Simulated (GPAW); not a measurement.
Consider SnSe (Fm-3m).

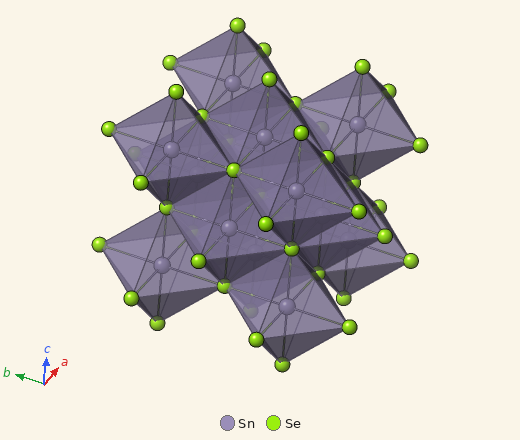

The structure (tin purple, selenium green). Some periodic images of atoms are drawn too.

```xyz
2
Lattice="0.0000 3.0100 3.0100 3.0100 0.0000 3.0100 3.0100 3.0100 0.0000" Properties=species:S:1:pos:R:3 pbc="T T T"
Sn    0.0000    0.0000    0.0000
Se    3.0100    3.0100    3.0100
```

Absorber: atom 1, with 6 Se at 3.01 Å (octahedral, site symmetry m-3m). Method: GPAW, LDA, full core hole (charged cell), 8-atom cell with 6.0 Å between holes, 3×3×3 k points, dipole transitions, Gaussian full width 8.49 eV.

**Question.** Where do the maxima of the Sn K edge fall?

Main maxima up to 27 eV above the zero (height): 1.6 eV (1.52) and 24.6 eV (0.99). A K edge sees empty p states on the absorber. 

The Sn K spectrum (energy from the lowest empty level; intensity scaled to a mean of 1 over the first 20 eV):

```
E (eV)  intensity
  -2.0       1.03
  -0.5       1.33
   1.0       1.50
   2.5       1.49
   4.0       1.32
   5.5       1.10
   7.0       0.92
   8.5       0.82
  10.0       0.79
  11.5       0.80
  13.0       0.82
  14.5       0.83
  16.0       0.84
  17.5       0.85
  19.0       0.88
  20.5       0.91
  22.0       0.95
  23.5       0.99
  25.0       0.99
  26.5       0.97
  28.0       0.92
  29.5       0.87
  31.0       0.84
```

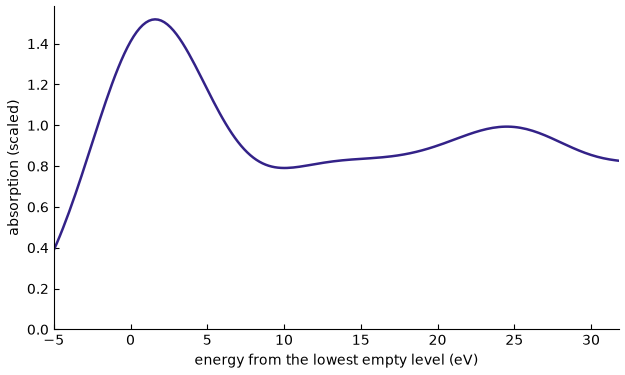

The Sn K edge.

The script folds with a Gaussian, whereas the core hole's own line is a Lorentzian, so the onset is too steep and the first peak too high. The holes are only 6.0 Å apart, so the shape is probably not converged with cell size; no larger cell was run here. The structure is a published determination, not relaxed.

[Banner, clock and machine lines of the logs are left out without a mark of their own.]

[Logs are printed without paths, hosts, clocks, repeated set-up lines and the standing remarks that a program may print on its own settings, such as how far it seeks lower states.]

[Hosts, paths, dates, database ids (printed as entryN), source tags and the programs' standing remarks are cut or masked in the printed files.]

[Lists of maxima count a maximum above −3 eV only where it reaches 4 % of the highest in the window and stands out from its surroundings by 2 % of it (1.5 % where it reaches 55 %); shoulders and weaker maxima are passed over, and of the rest the first, up to two pre-edge ones and the few strongest are named.]
